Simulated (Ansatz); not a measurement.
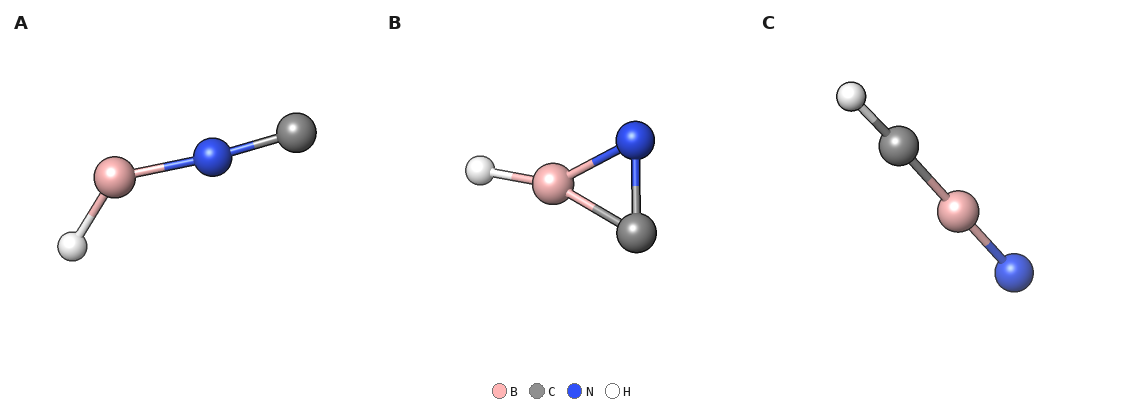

3 stationary structures of one formula. The species is neutral and a spin doublet. Geometries: PBE-D4/def2-SVP. Electronic energies: PBE-D4/def2-SVP (Ansatz 0.2.0), without zero-point energy. No frequency run is at hand to confirm each as a minimum.

> Which structure is the most stable?

B is lowest (Cs); A lies 0.019 eV above it, C lies 2.150 eV above it (C∞v).

The determinant isn't a pure spin state (⟨S²⟩ up to 0.93).
